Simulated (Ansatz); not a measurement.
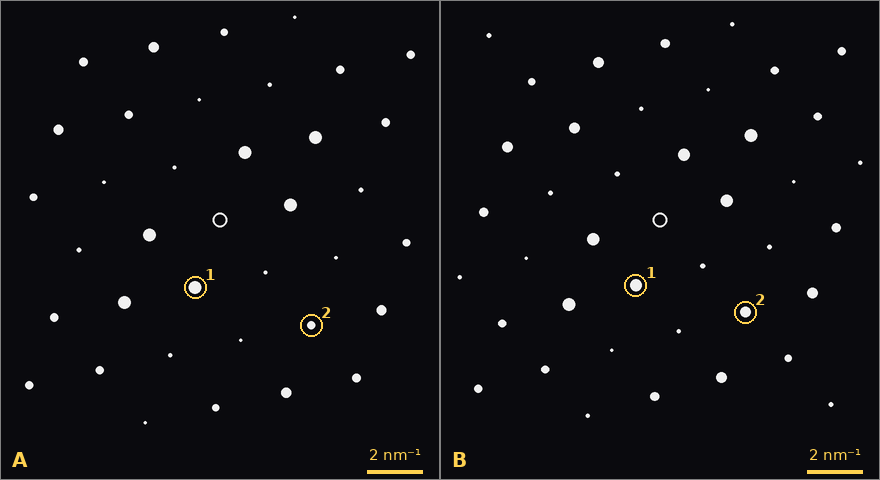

Kinematic electron diffraction patterns (200 kV, B = 0.5 Å², same scale) along [010] of the run's own cell, for the start and the end of one relaxation of K2Cd with DFT PBE, scalar-relativistic, plane waves, PAW (Ansatz 0.2.0). k mesh 6×4×10. The start is a generated model structure, and the relaxation ends in the nearest stationary point of its symmetry, not necessarily the ground state. Spot 1 is -1 0 -1 and spot 2 is -4 0 0 in both.

Start structure:

```yaml
crystal:
  lattice:
    - [7.80200, 0.00000, 0.00000]
    - [0.00000, 9.80212, 0.00000]
    - [0.00000, 0.00000, 4.30371]
  atoms:
    - { symbol: K, position: [0.18796, 0.33173, 0.00000] }
    - { symbol: K, position: [0.81204, 0.66827, 0.00000] }
    - { symbol: K, position: [0.68796, 0.16827, 0.50000] }
    - { symbol: K, position: [0.31204, 0.83173, 0.50000] }
    - { symbol: Cd, position: [0.00000, 0.00000, 0.00000] }
    - { symbol: Cd, position: [0.50000, 0.50000, 0.50000] }
```

> Which pattern belongs to the start structure, and which to the relaxed one?

A is the start: its cell gives d(1) = 3.768 Å, d(2) = 1.951 Å and an angle of 61.1°. B is the relaxed structure, with d(1) = 3.908 Å (+3.7 %), d(2) = 2.160 Å (+10.7 %) and 63.1°.

> Name reflections whose intensity changes strongly on relaxation.

4 0 0 goes from 19 to 50 % of the strongest spot; 4 0 2 goes from 10 to 25 % of the strongest spot.

> What did the relaxation do to the structure and the energy?

The volume changed by +3.2 % to 56.59 Å³ an atom; with the mean shift removed, the atoms moved by up to 0.20 Å relative to the cell (K most); the space group stayed Pnnm (No. 58); the free energy fell by 4.1 meV an atom. Relaxed cell: a = 8.639 Å, b = 8.971 Å, c = 4.382 Å, α = 90.00°, β = 90.00°, γ = 90.00°.
